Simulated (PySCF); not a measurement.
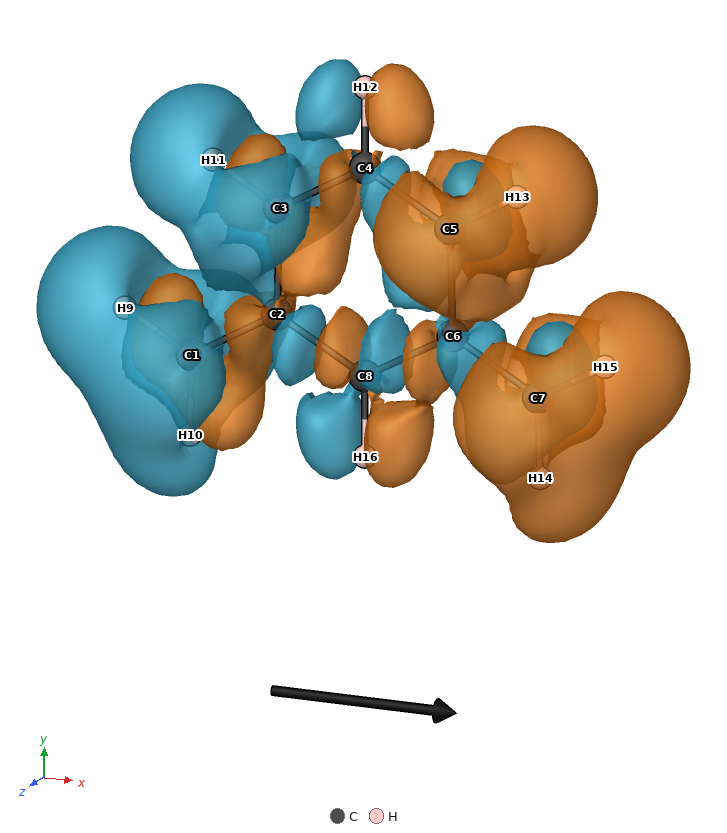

C$_{8}$H$_{8}$, triplet, SMILES `[CH2]c1cccc([CH2])c1`. Change of the electron density in a uniform field of 0.41 V/Å along +x (arrow), surfaces at ±0.002 e/Å³ (light blue: gain, orange: loss).

Level of theory: CAM-B3LYP/def2-SVP (PySCF), at a geometry from GFN2-xTB. No frequency check shows the geometry to be a minimum. A basis without diffuse functions makes polarisabilities too small. The stability of the open-shell solution wasn't checked. GFN2-xTB doesn't know the spin state, so this open-shell geometry is rough.

Input

```python
import numpy as np
from pyscf import gto, scf, dft
from pyscf.scf import atom_ks, atom_hf
from scipy.linalg import block_diag

def solve(mol, dm0=None, hcore=None):
    mf = (dft.UKS if mol.spin else dft.RKS)(mol, xc='camb3lyp')
    mf.grids.level = 3
    mf = mf.density_fit(auxbasis='def2-universal-jkfit')
    mf.conv_tol, mf.max_cycle = 1e-8, 80
    if hcore is not None:
        mf.get_hcore = lambda *args: hcore
    mf.kernel(dm0)
    if not mf.converged:
        mf = mf.newton().run(mf.mo_coeff, mf.mo_occ, max_cycle=30)
    assert mf.converged, 'SCF not converged'
    return mf

mol = gto.M(atom='''
C     -2.43600    -1.02351     0.00000
C     -1.23515    -0.33792     0.00000
C     -1.20145     1.08854     0.00000
C      0.00035     1.76626     0.00000
C      1.20163     1.08835     0.00000
C      1.23511    -0.33811     0.00000
C      2.43585    -1.02390     0.00000
C     -0.00029    -1.02032     0.00000
H     -3.37545    -0.50147     0.00000
H     -2.46284    -2.09803     0.00000
H     -2.13608     1.62847     0.00000
H      0.00061     2.84746     0.00000
H      2.13634     1.62813     0.00000
H      2.46251    -2.09842     0.00000
H      3.37538    -0.50200     0.00000
H     -0.00069    -2.10044     0.00000
''', basis='def2-svp', charge=0, spin=2, verbose=4)
field = np.array([-0.008, -0.0, -0.0])  # atomic units
mol.set_common_orig(mol.atom_charges() @ mol.atom_coords() / mol.atom_charges().sum())
mf = solve(mol)
out = dict(dm0=mf.make_rdm1(), d0=mf.dip_moment(unit='AU'), e0=mf.e_tot)
for name, sign in (('p', 1), ('m', -1)):
    h = mf.get_hcore() + sign * np.einsum('x,xij->ij', field, mol.intor('int1e_r'))
    mi = solve(mol, mf.make_rdm1(), h)
    out.update({'dm' + name: mi.make_rdm1(), 'd' + name: mi.dip_moment(unit='AU'), 'e' + name: mi.e_tot})
# spherically averaged free atoms, for the promolecule
atm = atom_ks.get_atm_nrks(mol, xc='camb3lyp')
pro = block_diag(*[(atm[a[0]][2] * atm[a[0]][3]) @ atm[a[0]][2].T for a in mol._atom])
np.savez('result.npz', pro=pro, **out)
```

Command:

```sh
OMP_NUM_THREADS=1 python input.py
```

The run took 3.2 min on 1 thread of Arm Neoverse V1, on a shared host, peak memory 0.9 GiB.

Partitions, critical points and surface values were worked out afterwards from this run's density.

The field was applied in both directions; the picture shows the one opposite to the script's first.

### What dipole is induced, and what polarisability does it imply?

The induced dipole is 2.60 D (along the field); α along this axis, from the fields in both directions, is 128 bohr³ (18.9 Å³).
